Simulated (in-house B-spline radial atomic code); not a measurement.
# W⁺ in a hard spherical wall, part 2 of 2

Aim: energy and levels of W⁺ squeezed by an impenetrable sphere of shrinking radius. More than one configuration is followed.

Calculated with an in-house B-spline radial atomic code; Dirac-Coulomb LDA (VWN5). Aim: energy and levels of W⁺ squeezed by an impenetrable sphere of shrinking radius. More than one configuration is followed.

### Step 7. Wall at 3.21 bohr, configuration [Xe] 4f14 5d3 6s1 6f1

Input settings:

```ini
Z = 74
electrons = 73.0
configuration = [Xe] 4f14 5d3 6s1 6f1
hamiltonian = dirac
method = lda,vwn
spin_polarised = False
nucleus = fermi
rms_radius = 5.3658
mass_number = 184
atomic_mass = 183.95093318
speed_of_light = 137.035999084
wall_radius = 3.21
```

From the record:

```text
status: converged
iterations: 10
energy [hartree]: {"total": -16148.9142093, "kinetic": 18194.1543037, "nuclear": -40361.1155869, "coulomb": 6334.00139103, "xc": -315.954317116}
breit [hartree]: {"gaunt": 19.23312, "retardation": -2.039733, "frequency_dependence": -0.3286299}
qed [hartree]: {"self_energy": 13.99443, "uehling": -2.626318, "wichmann_kroll": 0.1042852}
recoil [hartree]: 0.02967231
total_with_corrections [hartree]: -16120.5473859
orbitals [hartree, bohr; first row names the columns]:
  - ["name", "occ", "eps", "<r>"]
  - ["1s1/2", 2.0, -2547.0849, 0.018362]
  - ["2s1/2", 2.0, -439.27996, 0.077]
  - ["2p1/2", 2.0, -420.31146, 0.063673]
  - ["2p3/2", 4.0, -370.65588, 0.071628]
  - ["3s1/2", 2.0, -101.03445, 0.20076]
  - ["3p1/2", 2.0, -92.541458, 0.19067]
  - ["3p3/2", 4.0, -81.807933, 0.20544]
  - ["3d3/2", 4.0, -67.413504, 0.17972]
  - ["3d5/2", 6.0, -65.076994, 0.18426]
  - ["4s1/2", 2.0, -20.719071, 0.44986]
  - ["4p1/2", 2.0, -17.193886, 0.45484]
  - ["4p3/2", 4.0, -14.699677, 0.48844]
  - ["4d3/2", 4.0, -8.8888531, 0.50536]
  - ["4d5/2", 6.0, -8.4295511, 0.51691]
  - ["5s1/2", 2.0, -2.8363511, 1.0761]
  - ["5p1/2", 2.0, -1.8011249, 1.1858]
  - ["5p3/2", 4.0, -1.4471801, 1.2852]
  - ["4f5/2", 6.0, -1.1575198, 0.60784]
  - ["4f7/2", 8.0, -1.0759873, 0.61794]
  - ["5d3/2", 1.2, -0.089723617, 1.6036]
  - ["5d5/2", 1.8, -0.051922796, 1.6271]
  - ["6s1/2", 1.0, 0.23960805, 1.9769]
  - ["6f5/2", 0.42857, 3.454732, 1.785]
  - ["6f7/2", 0.57143, 3.4735006, 1.7849]
sum_r [bohr^k]: {"-1": 545.45, "1": 39.79002, "2": 42.49418}
energy_minus_base [hartree]: 4.66265967
energy_minus_base_with_corrections [hartree]: 4.66374156
```

Run time: 0.66 s. Hardware: 1 thread, shared host.

### Step 8. Wall at 1.41 bohr, configuration [Xe] 4f14 5d3 6s1 6f1

The settings differ from step 7 so:

```diff
@@ -11,2 +11,2 @@
 speed_of_light = 137.035999084
-wall_radius = 3.21
+wall_radius = 1.41
```

From the record:

```text
status: converged
iterations: 8
energy [hartree]: {"total": -16072.2428478, "kinetic": 18428.1899493, "nuclear": -40865.2676103, "coulomb": 6691.03083227, "xc": -326.196019055}
breit [hartree]: {"gaunt": 19.3633, "retardation": -2.060264, "frequency_dependence": -0.3301835}
qed [hartree]: {"self_energy": 14.02554, "uehling": -2.631179, "wichmann_kroll": 0.1044749}
recoil [hartree]: 0.029145
total_with_corrections [hartree]: -16043.7420209
orbitals [hartree, bohr; first row names the columns]:
  - ["name", "occ", "eps", "<r>"]
  - ["1s1/2", 2.0, -2540.4498, 0.018363]
  - ["2s1/2", 2.0, -432.98128, 0.077022]
  - ["2p1/2", 2.0, -413.94749, 0.063696]
  - ["2p3/2", 4.0, -364.33196, 0.071655]
  - ["3s1/2", 2.0, -95.203429, 0.2011]
  - ["3p1/2", 2.0, -86.674188, 0.19104]
  - ["3p3/2", 4.0, -75.990924, 0.2059]
  - ["3d3/2", 4.0, -61.513431, 0.18024]
  - ["3d5/2", 6.0, -59.192841, 0.18481]
  - ["4s1/2", 2.0, -15.670938, 0.45646]
  - ["4p1/2", 2.0, -12.165237, 0.46316]
  - ["4p3/2", 4.0, -9.7828997, 0.49909]
  - ["4d3/2", 4.0, -4.0277538, 0.5208]
  - ["4d5/2", 6.0, -3.6030217, 0.53266]
  - ["5s1/2", 2.0, 2.2069858, 0.85693]
  - ["5p1/2", 2.0, 3.6711066, 0.86353]
  - ["5p3/2", 4.0, 4.5353609, 0.87217]
  - ["4f5/2", 6.0, 3.6509504, 0.58706]
  - ["4f7/2", 8.0, 3.7259039, 0.5923]
  - ["5d3/2", 1.2, 7.2120782, 0.86518]
  - ["5d5/2", 1.8, 7.4373977, 0.8644]
  - ["6s1/2", 1.0, 16.844691, 0.84672]
  - ["6f5/2", 0.42857, 25.007304, 0.77354]
  - ["6f7/2", 0.57143, 25.115428, 0.77372]
sum_r [bohr^k]: {"-1": 552.2629, "1": 32.56209, "2": 22.49392}
energy_minus_base [hartree]: 81.3340212
energy_minus_base_with_corrections [hartree]: 81.4691065
```

Wall time 0.53 s (1 thread, shared host).

### Step 9. Wall at 6.54 bohr, configuration [Kr] 4d10 4f14 5s2 5p5 5d4 6s1 6d1

Input settings:

```ini
Z = 74
electrons = 73.0
configuration = [Kr] 4d10 4f14 5s2 5p5 5d4 6s1 6d1
hamiltonian = dirac
method = lda,vwn
spin_polarised = False
nucleus = fermi
rms_radius = 5.3658
mass_number = 184
atomic_mass = 183.95093318
speed_of_light = 137.035999084
wall_radius = 6.54
```

From the record:

```text
status: converged
iterations: 10
energy [hartree]: {"total": -16151.530479, "kinetic": 18184.0828522, "nuclear": -40306.7029378, "coulomb": 6286.05628797, "xc": -314.966681482}
breit [hartree]: {"gaunt": 19.22793, "retardation": -2.038962, "frequency_dependence": -0.3284965}
qed [hartree]: {"self_energy": 13.99318, "uehling": -2.626141, "wichmann_kroll": 0.1042781}
recoil [hartree]: 0.02968955
total_with_corrections [hartree]: -16123.168994
orbitals [hartree, bohr; first row names the columns]:
  - ["name", "occ", "eps", "<r>"]
  - ["1s1/2", 2.0, -2547.8113, 0.018362]
  - ["2s1/2", 2.0, -439.98809, 0.076999]
  - ["2p1/2", 2.0, -421.0222, 0.063673]
  - ["2p3/2", 4.0, -371.36496, 0.071627]
  - ["3s1/2", 2.0, -101.73472, 0.20076]
  - ["3p1/2", 2.0, -93.242524, 0.19066]
  - ["3p3/2", 4.0, -82.507923, 0.20543]
  - ["3d3/2", 4.0, -68.114294, 0.17971]
  - ["3d5/2", 6.0, -65.777515, 0.18425]
  - ["4s1/2", 2.0, -21.403649, 0.44976]
  - ["4p1/2", 2.0, -17.878218, 0.4547]
  - ["4p3/2", 4.0, -15.382212, 0.48823]
  - ["4d3/2", 4.0, -9.5698095, 0.5049]
  - ["4d5/2", 6.0, -9.1097524, 0.51638]
  - ["4f5/2", 6.0, -1.8257012, 0.59984]
  - ["4f7/2", 8.0, -1.7429698, 0.60916]
  - ["5s1/2", 2.0, -3.4341561, 1.0605]
  - ["5p1/2", 1.6667, -2.3741003, 1.1627]
  - ["5p3/2", 3.3333, -1.9980365, 1.262]
  - ["5d3/2", 1.6, -0.62696615, 1.7732]
  - ["5d5/2", 2.4, -0.59239428, 1.8282]
  - ["6s1/2", 1.0, -0.546925, 2.7408]
  - ["6d3/2", 0.4, -0.0019483655, 3.9029]
  - ["6d5/2", 0.6, 0.0072175351, 3.9111]
sum_r [bohr^k]: {"-1": 544.7147, "1": 43.52494, "2": 63.79371}
energy_minus_base [hartree]: 2.04638994
energy_minus_base_with_corrections [hartree]: 2.04213352
```

Wall time 0.92 s (1 thread, shared host).

### Step 10. Wall at 3.21 bohr, configuration [Kr] 4d10 4f14 5s2 5p5 5d4 6s1 6d1

The settings differ from step 9 so:

```diff
@@ -11,2 +11,2 @@
 speed_of_light = 137.035999084
-wall_radius = 6.54
+wall_radius = 3.21
```

From the record:

```text
status: converged
iterations: 10
energy [hartree]: {"total": -16149.0043959, "kinetic": 18192.1730585, "nuclear": -40350.799965, "coulomb": 6325.39433168, "xc": -315.771821089}
breit [hartree]: {"gaunt": 19.23038, "retardation": -2.039338, "frequency_dependence": -0.3284205}
qed [hartree]: {"self_energy": 13.99413, "uehling": -2.626321, "wichmann_kroll": 0.1042849}
recoil [hartree]: 0.02967665
total_with_corrections [hartree]: -16120.6399986
orbitals [hartree, bohr; first row names the columns]:
  - ["name", "occ", "eps", "<r>"]
  - ["1s1/2", 2.0, -2547.2193, 0.018362]
  - ["2s1/2", 2.0, -439.40097, 0.077]
  - ["2p1/2", 2.0, -420.43316, 0.063673]
  - ["2p3/2", 4.0, -370.77703, 0.071628]
  - ["3s1/2", 2.0, -101.16945, 0.20076]
  - ["3p1/2", 2.0, -92.67597, 0.19067]
  - ["3p3/2", 4.0, -81.942904, 0.20544]
  - ["3d3/2", 4.0, -67.545519, 0.17973]
  - ["3d5/2", 6.0, -65.209379, 0.18427]
  - ["4s1/2", 2.0, -20.847714, 0.44981]
  - ["4p1/2", 2.0, -17.322295, 0.45476]
  - ["4p3/2", 4.0, -14.82699, 0.48833]
  - ["4d3/2", 4.0, -9.0151645, 0.50514]
  - ["4d5/2", 6.0, -8.5554742, 0.51667]
  - ["4f5/2", 6.0, -1.2797568, 0.60453]
  - ["4f7/2", 8.0, -1.1977056, 0.6143]
  - ["5s1/2", 2.0, -2.9309087, 1.0709]
  - ["5p1/2", 1.6667, -1.8873358, 1.1772]
  - ["5p3/2", 3.3333, -1.5258166, 1.2748]
  - ["5d3/2", 1.6, -0.14664627, 1.5876]
  - ["5d5/2", 2.4, -0.10726102, 1.6114]
  - ["6s1/2", 1.0, 0.20232604, 1.9727]
  - ["6d3/2", 0.4, 1.7838012, 1.9037]
  - ["6d5/2", 0.6, 1.8383143, 1.9006]
sum_r [bohr^k]: {"-1": 545.3106, "1": 40.09359, "2": 43.50722}
energy_minus_base [hartree]: 4.5724731
energy_minus_base_with_corrections [hartree]: 4.57112884
```

Run time: 0.69 s. Hardware: 1 thread, shared host.

### Step 11. Wall at 1.41 bohr, configuration [Kr] 4d10 4f14 5s2 5p5 5d4 6s1 6d1

The settings differ from step 10 so:

```diff
@@ -11,2 +11,2 @@
 speed_of_light = 137.035999084
-wall_radius = 3.21
+wall_radius = 1.41
```

From the record:

```text
status: converged
iterations: 8
energy [hartree]: {"total": -16071.8106349, "kinetic": 18434.1614469, "nuclear": -40870.6094575, "coulomb": 6690.88238278, "xc": -326.2450071}
breit [hartree]: {"gaunt": 19.3675, "retardation": -2.060989, "frequency_dependence": -0.3295158}
qed [hartree]: {"self_energy": 14.02394, "uehling": -2.631028, "wichmann_kroll": 0.1044679}
recoil [hartree]: 0.02914597
total_with_corrections [hartree]: -16043.3071106
orbitals [hartree, bohr; first row names the columns]:
  - ["name", "occ", "eps", "<r>"]
  - ["1s1/2", 2.0, -2540.3587, 0.018363]
  - ["2s1/2", 2.0, -432.88203, 0.077028]
  - ["2p1/2", 2.0, -413.83878, 0.063701]
  - ["2p3/2", 4.0, -364.22793, 0.071662]
  - ["3s1/2", 2.0, -95.229228, 0.20112]
  - ["3p1/2", 2.0, -86.695078, 0.19108]
  - ["3p3/2", 4.0, -76.016262, 0.20593]
  - ["3d3/2", 4.0, -61.52092, 0.1803]
  - ["3d5/2", 6.0, -59.203406, 0.18487]
  - ["4s1/2", 2.0, -15.691844, 0.45647]
  - ["4p1/2", 2.0, -12.185524, 0.46317]
  - ["4p3/2", 4.0, -9.8033676, 0.4991]
  - ["4d3/2", 4.0, -4.0464312, 0.52083]
  - ["4d5/2", 6.0, -3.6218707, 0.53269]
  - ["4f5/2", 6.0, 3.6260748, 0.58661]
  - ["4f7/2", 8.0, 3.7011914, 0.59185]
  - ["5s1/2", 2.0, 2.1912122, 0.85676]
  - ["5p1/2", 1.6667, 3.6559437, 0.86337]
  - ["5p3/2", 3.3333, 4.5209336, 0.87203]
  - ["5d3/2", 1.6, 7.1988893, 0.86504]
  - ["5d5/2", 2.4, 7.4243068, 0.86428]
  - ["6s1/2", 1.0, 16.829119, 0.84678]
  - ["6d3/2", 0.4, 22.16042, 0.81013]
  - ["6d5/2", 0.6, 22.530084, 0.8096]
sum_r [bohr^k]: {"-1": 552.3351, "1": 32.58715, "2": 22.54608}
energy_minus_base [hartree]: 81.7662341
energy_minus_base_with_corrections [hartree]: 81.9040169
```

Run time: 0.58 s. Hardware: 1 thread, shared host.

### Step 12. Results against the radius

The summary covers parts 1 to 2.

| configuration | radius (bohr) | energy above the free system (eV) | highest level (eV) |
| --- | --- | --- | --- |
| [Xe] 4f14 5d4 6s1 | 6.54 | 0.192 | -11.446 (5d5/2) |
| [Xe] 4f14 5d4 6s1 | 3.21 | 30.720 | 7.146 (6s1/2) |
| [Xe] 4f14 5d4 6s1 | 1.41 | 1731.23 | 457.64 (6s1/2) |
| [Xe] 4f14 5d3 6s1 6f1 | 6.54 | 30.113 | 15.992 (6f7/2) |
| [Xe] 4f14 5d3 6s1 6f1 | 3.21 | 126.88 | 94.519 (6f7/2) |
| [Xe] 4f14 5d3 6s1 6f1 | 1.41 | 2213.21 | 683.43 (6f7/2) |
| [Kr] 4d10 4f14 5s2 5p5 5d4 6s1 6d1 | 6.54 | 55.685 | 0.196 (6d5/2) |
| [Kr] 4d10 4f14 5s2 5p5 5d4 6s1 6d1 | 3.21 | 124.42 | 50.023 (6d5/2) |
| [Kr] 4d10 4f14 5s2 5p5 5d4 6s1 6d1 | 1.41 | 2224.97 | 613.07 (6d5/2) |

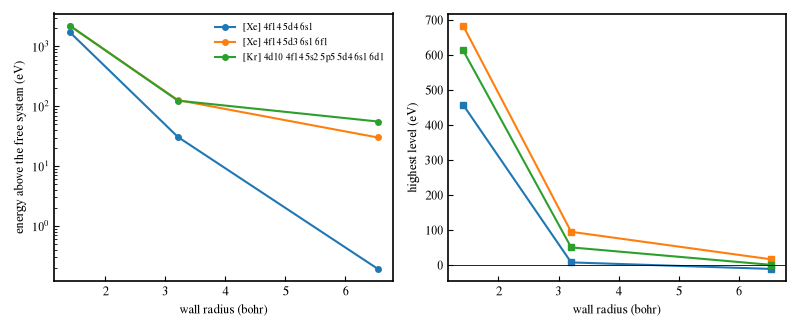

Energy above the free reference (left, logarithmic; it includes the excitation energy of the other configurations) and the highest occupied level (right).

For [Xe] 4f14 5d4 6s1 the energy above the free reference is 0.192 eV at 6.54 bohr and 1731.23 eV at 1.41 bohr. Its highest level passes zero between 6.54 and 3.21 bohr; in smaller spheres the level is positive, pushed up by confinement, and the wall keeps the electron in. Of [Xe] 4f14 5d4 6s1 and [Xe] 4f14 5d3 6s1 6f1, the first stays lower at every radius that both share. At 1.41 bohr the lowest of all 3 is [Xe] 4f14 5d4 6s1. A hard wall is a crude model of an atom's surroundings.
